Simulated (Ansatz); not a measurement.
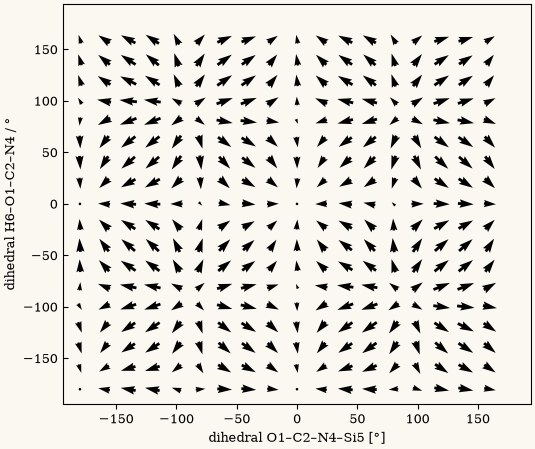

CH4FNOSi, SMILES OC(F)=N[SiH3]. Coordinates scanned: (1) dihedral O1–C2–N4–Si5; (2) dihedral H6–O1–C2–N4. Nothing is relaxed (all other coordinates rigid). Grid: 18 × 18 points. The dihedral twists a double bond; near 90° a spin-restricted reference is unreliable. The calculation used RKS B3LYP-D4/def2-SVP in Ansatz.

The picture shows arrows along the force (downhill), their lengths compressed.

Question: The arrows alone are given. Where are the wells?

Answer: The arrows converge at dihedral O1–C2–N4–Si5 = −180°, dihedral H6–O1–C2–N4 = 0°; dihedral O1–C2–N4–Si5 = −180°, dihedral H6–O1–C2–N4 = −180° (3.7 kcal/mol up); dihedral O1–C2–N4–Si5 = 0°, dihedral H6–O1–C2–N4 = −180° (4.0 kcal/mol up); dihedral O1–C2–N4–Si5 = 0°, dihedral H6–O1–C2–N4 = 0° (4.7 kcal/mol up) (read from the interpolated surface).

The energy map of the same scan:

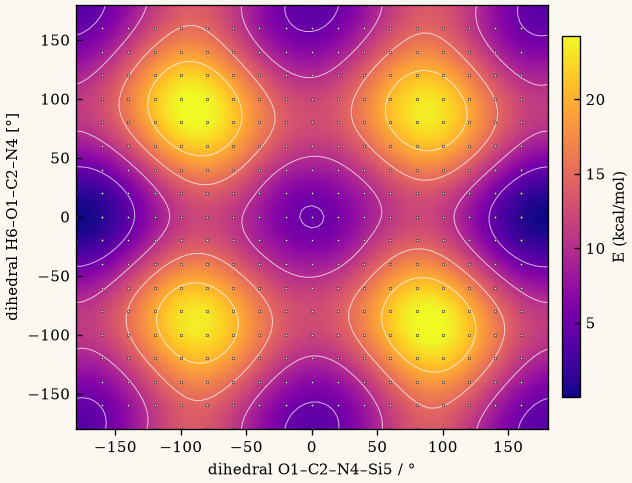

Energies are in kcal/mol, from the relaxed molecule at the same level; between grid points the surface is interpolated.
